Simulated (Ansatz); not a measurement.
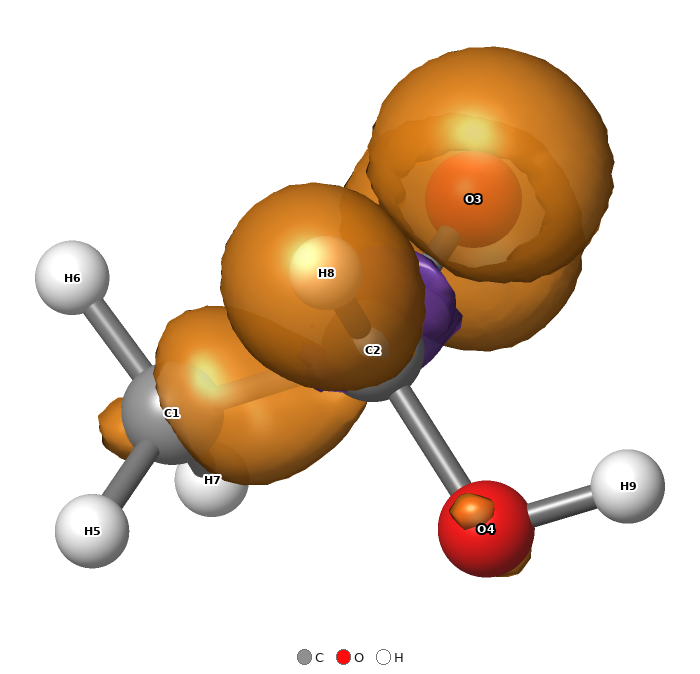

Figure. C2H5O2 (SMILES CC([O])O) (doublet). Isosurfaces of the spin density (α minus β) at +0.03 (orange) and −0.03 e/Å³ (purple), seen at a tilt.

Geometry: PBE0-D3(BJ)/def2-SVP.

Theory: isolated molecule in a Gaussian basis; Kohn-Sham density functional theory, functional PBE0 in Ansatz 0.2.0.

| atom | x (Å) | y (Å) | z (Å) |
| --- | --- | --- | --- |
| C | -1.5203 | -0.3695 | -1.0279 |
| C | -1.2019 | 0.9224 | -0.2733 |
| O | -1.1715 | 1.9929 | -1.0565 |
| O | -0.0699 | 0.7039 | 0.5090 |
| H | -1.5928 | -1.2013 | -0.3155 |
| H | -2.4615 | -0.2637 | -1.5814 |
| H | -0.7004 | -0.5763 | -1.7297 |
| H | -2.0942 | 1.1424 | 0.3889 |
| H | 0.2998 | 1.5708 | 0.7154 |

Where is the unpaired spin?

The unpaired spin (1 electron) lies mostly on O3 (about 0.7), H8 (about 0.1) and C2 (about 0.1), in electrons by Hirshfeld's partition.
